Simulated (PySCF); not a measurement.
# AsO₂H: relaxation and vibrations of the singlet

Where does singlet AsO₂H go from a trigonal planar start, is the end point a minimum, and what are its modes, charges and moments?

Program: PySCF 2.14.0. Level of theory: PBE0, basis As def2-TZVP, O def2-TZVP, H def2-TZVP, no relativity, density fitting. These are calculated values, not measurements.

### Step 1. Where the work starts

4 atoms, charge 0, spin multiplicity 1.

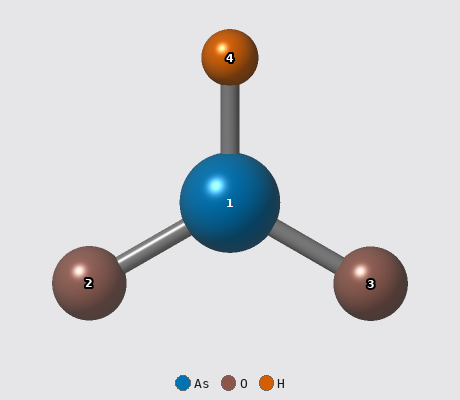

As it starts; arsenic blue, oxygen brown, hydrogen orange; atoms are numbered from 1 in the order of the file.

Coordinates in bohr (charge 0 multiplicity 1):
```
As    0.4519    0.0000    0.0000
O    -1.1638    2.7985    0.0000
O    -1.1638   -2.7985    0.0000
H     3.3432    0.0000    0.0000
```

### Step 2. Relaxation: trigonal planar start, singlet

The steps below are one call of a driver around PySCF. For each, scf.py gives the equivalent set-up of the SCF; relaxations use the driver's own optimiser. Before each start the driver seeks the lowest SCF state from one or more starting densities and follows internal instabilities, so scf.py alone need not reach the same state.

The program finds C2v symmetry in the start, which this walk keeps. Threshold on the gradient: 0.0003 Eh/bohr, with a further test on the energy change.

scf.py

```python
from pyscf import gto, scf, dft
mol = gto.M(atom='''
As     0.239154     0.000000     0.000000
O     -0.615846     1.480900    -0.000000
O     -0.615846    -1.480900     0.000000
H      1.769154     0.000000     0.000000''',
    basis={'As': 'def2-TZVP', 'O': 'def2-TZVP', 'H': 'def2-TZVP'},
    charge=0, spin=0)
mf = dft.RKS(mol, xc='PBE0')
mf.grids.atom_grid = (50, 194)
aux = {'As': 'def2-universal-JKFIT', 'O': 'def2-universal-JKFIT', 'H': 'def2-universal-JKFIT'}
mf = mf.density_fit(auxbasis=aux)
mf.kernel()
```

Energy and gradient, step by step:

| step | energy (Eh) | change (kJ/mol) | largest symmetric gradient (Eh/bohr) |
| --- | --- | --- | --- |
| 0 | -2386.468548 | 0.00 | 0.09805 |
| 1 | -2386.488971 | -53.62 | 0.03131 |
| 2 | -2386.491143 | -59.32 | 0.01095 |
| 3 | -2386.491422 | -60.06 | 0.00105 |
| 4 | -2386.491428 | -60.07 | 0.00014 |
| 5 | -2386.491428 | -60.07 | 0.00003 |

The walk needed 6 s of wall time on 4 threads, shared host.

Geometry (Å) and forces (eV/Å) at some steps:

```
step 0
As   0.239   0.000   0.000  -5.042   0.000   0.000
O   -0.616   1.481   0.000   2.646  -3.234   0.000
O   -0.616  -1.481   0.000   2.646   3.234   0.000
H    1.769   0.000   0.000  -0.250   0.000   0.000
step 1
As   0.155   0.000   0.000   1.220   0.000   0.000
O   -0.535   1.417   0.000  -0.439   1.610   0.000
O   -0.535  -1.417   0.000  -0.439  -1.610   0.000
H    1.692   0.000   0.000  -0.343   0.000   0.000
step 3
As   0.138   0.000   0.000  -0.031  -0.002   0.000
O   -0.509   1.469   0.000   0.037  -0.053   0.000
O   -0.509  -1.469   0.000   0.038   0.055   0.000
H    1.657   0.000   0.000  -0.043   0.000   0.000
step 5
As   0.137   0.000   0.000   0.002   0.000   0.000
O   -0.507   1.469   0.000   0.000   0.001   0.000
O   -0.507  -1.469   0.000   0.000   0.000   0.000
H    1.654   0.000   0.000  -0.001   0.000   0.000
```

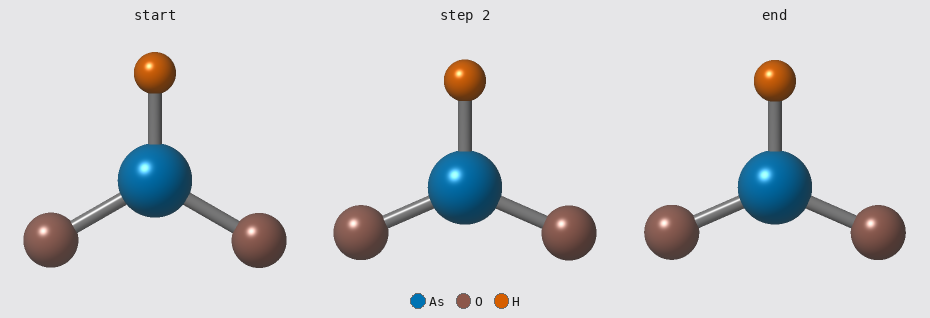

The geometry along the walk, at one scale.

End point (C2v, 5 steps, 60.1 kJ/mol gained): As–H 1.517 Å, As–O 1.604 Å (×2); H–As–O 113.7° (×2), O–As–O 132.6°.

### Step 3. Hessian and properties

On the finer grid the gradient is checked again; gradients at displacements of ±0.01 bohr then give force constants and infrared intensities.

scf.py: that of step 2 with these lines changed.

```diff
@@ -3,4 +3,4 @@
-As     0.239154     0.000000     0.000000
-O     -0.615846     1.480900    -0.000000
-O     -0.615846    -1.480900     0.000000
-H      1.769154     0.000000     0.000000''',
+As     0.176772     0.000000    -0.000000
+O     -0.467377     1.468548    -0.000000
+O     -0.467377    -1.468548     0.000000
+H      1.694019     0.000000    -0.000000''',
@@ -10 +10 @@
-mf.grids.atom_grid = (50, 194)
+mf.grids.atom_grid = (75, 302)
```

This SCF starts from the last density.

Log of the central SCF (cycles and frontier levels):

```text
init E= -2386.49138040461
  HOMO = -0.344676125063193  LUMO = -0.106916938737078  gap/eV = 6.46976
cycle= 1 E= -2386.49138040421  delta_E= 3.96e-10  |g|= 4.91e-05  |ddm|= 3.54e-05
  HOMO = -0.34468347879496  LUMO = -0.106918004152533  gap/eV = 6.46993
cycle= 2 E= -2386.49138040108  delta_E= 3.14e-09  |g|= 0.000136  |ddm|= 9.67e-05
  HOMO = -0.344679073205056  LUMO = -0.106917308548686  gap/eV = 6.46983
cycle= 3 E= -2386.49138040463  delta_E= -3.56e-09  |g|= 1.37e-05  |ddm|= 7.29e-05
  HOMO = -0.344678320956302  LUMO = -0.106917206663659  gap/eV = 6.46981
cycle= 4 E= -2386.49138040467  delta_E= -4e-11  |g|= 4.92e-07  |ddm|= 7.3e-06
  HOMO = -0.344678433246966  LUMO = -0.106917257015542  gap/eV = 6.46981
Extra cycle  E= -2386.49138040467  delta_E= 1.36e-12  |g|= 7.26e-07  |ddm|= 6.18e-07
converged SCF energy = -2386.49138040467
```

The whole step took 18 s.

Geometry: C2v; As–H 1.517 Å, As–O 1.604 Å (×2); H–As–O 113.7° (×2), O–As–O 132.6°.

Modes, for the most abundant isotopes:

```json
{"symmetry": "a1", "ω (cm⁻¹)": "317", "IR (km/mol)": "50.9"}
{"symmetry": "b1", "ω (cm⁻¹)": "450", "IR (km/mol)": "3.5"}
{"symmetry": "b2", "ω (cm⁻¹)": "825", "IR (km/mol)": "9.5"}
{"symmetry": "a1", "ω (cm⁻¹)": "987", "IR (km/mol)": "18.2"}
{"symmetry": "b2", "ω (cm⁻¹)": "1095", "IR (km/mol)": "109"}
{"symmetry": "a1", "ω (cm⁻¹)": "2217", "IR (km/mol)": "38.0"}
```

Every mode is real; the point is a minimum.

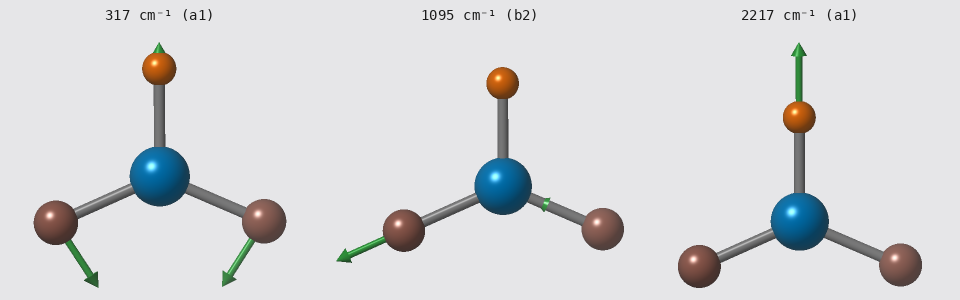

Displacements of 3 of the modes, as arrows (one member where a mode is degenerate).

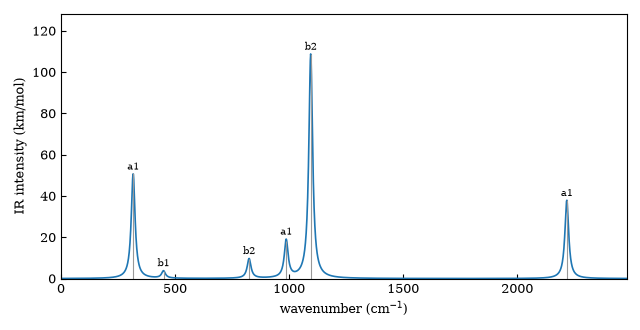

The harmonic infrared spectrum (widths in cm⁻¹). Lines are broadened to a width of 20 cm⁻¹ (Lorentzian).

Properties at this point:

* Dipole moment: 3.09 D
* Highest occupied level: -9.38 eV
* Lowest empty level: -2.91 eV
* Rotational constants: 1.379, 0.2443, 0.2076 cm⁻¹
* Zero-point energy: 35.2 kJ/mol
* Principal polarisabilities: 21.2, 31.8, 40.5 bohr³
* Atomisation energy without zero-point energy: 1087 kJ/mol
* Principal traceless quadrupole moments about the centre of mass: -10.40, 4.36, 6.04 D Å
* Entropy at 298.15 K and 1 bar: 266.6 J/(mol K)
* Heat capacity Cp at 298.15 K: 51.2 J/(mol K)
* Enthalpy at 298.15 K above 0 K: 12.02 kJ/mol
* Rotational symmetry number: 2

Charges (e) and bond orders:

```csv
atom,Mulliken,Löwdin,polar tensor,Mayer order to As1
As1,0.88,0.67,1.33,–
"O2,3",-0.49,-0.33,-0.63,1.88
H4,0.10,-0.01,-0.07,0.83
```

Mulliken populations on As1: s 7.36, p 14.18, d 10.50, f 0.08.

### Step 4. Summary of results

| quantity | value |
| --- | --- |
| minimum | singlet, C2v |
| geometry | As–H 1.517 Å, As–O 1.604 Å (×2); H–As–O 113.7° (×2), O–As–O 132.6° |
| wavenumbers (cm⁻¹) | 317 (a1), 450 (b1), 825 (b2), 987 (a1), 1095 (b2), 2217 (a1) |
| dipole moment | 3.09 D |
| highest occupied, lowest empty level | -9.38, -2.91 eV |
| polar-tensor charge of As1 | +1.33 e |
| zero-point energy | 35.2 kJ/mol |
| entropy at 298.15 K | 266.6 J/(mol K) |
| atomisation energy (no zero-point energy) | 1087 kJ/mol |

**Reading.** The trigonal planar start keeps its C2v symmetry and ends in a minimum. In the infrared the band at 1095 cm⁻¹ (b2, stretch) leads. Other starts or spin states, not run here, may lie lower.

The search up to here took 25 s.
